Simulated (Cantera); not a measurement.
Charge: 1 mol Cu, 9.4 mol NH₃, 9.9 mol H₂, at 34.0 mbar.

Equilibrium computed with Cantera from the NASA thermochemical tables; the gas is ideal and each condensed phase is pure. Candidate condensed phases: Cu; 11 gas species. Equilibrium is a limit: real reactors are often held back by kinetics, nucleation or transport.

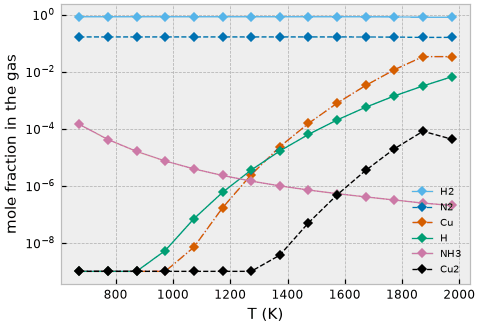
Figure: Equilibrium gas composition (values under 1e-9 drawn at 1e-9)

Task: Read off the mole fractions at 1173 K.

Result: H₂ about 0.84, N₂ about 0.16, NH₃ about 2.3e-6, H about 5.8e-7, Cu about 1.7e-7.
